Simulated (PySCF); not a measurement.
```xyz
18

C    -1.8573    1.5108   -0.6537
Si   -1.1703   -0.2665   -0.6145
C    -1.9762   -1.3302    0.7422
N     0.5535   -0.1589   -0.2752
C     1.2789   -0.9401    0.5844
C     2.5928   -0.5885    0.5212
C     2.6944    0.4523   -0.4323
C     1.4366    0.6827   -0.8991
H    -1.4564    2.0852   -1.4827
H    -1.6041    2.0360    0.2665
H    -2.9386    1.5047   -0.7496
H    -3.0557   -1.3345    0.6292
H    -1.6385   -2.3611    0.7080
H    -1.7454   -0.9326    1.7293
H     0.7969   -1.6845    1.1860
H     3.3975   -1.0144    1.0884
H     3.5916    0.9601   -0.7285
H     1.0916    1.3858   -1.6312
```

Geometry: GFN2-xTB.

These are results of UKS B3LYP, pcH-1 on C H N Si, non-relativistic, mean-field spin-orbit, GIAO (PySCF 2.14.0, density-fitted response routines), not measurements.

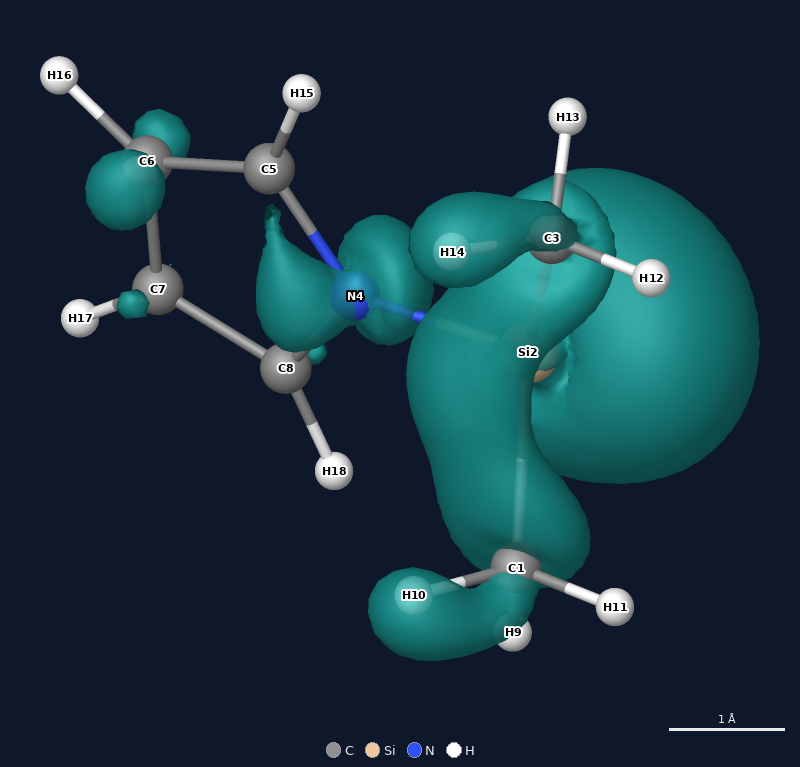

C6H10NSi (doublet). Isosurfaces of the spin density (α minus β) at +0.015 (teal) and −0.015 e/Å³ (pink), seen at an oblique angle.

### Which atoms carry the spin?

The unpaired spin (1 electron) lies mostly on Si2 (about 0.7), in electrons by Hirshfeld's partition. Only one sign reaches the isovalue.
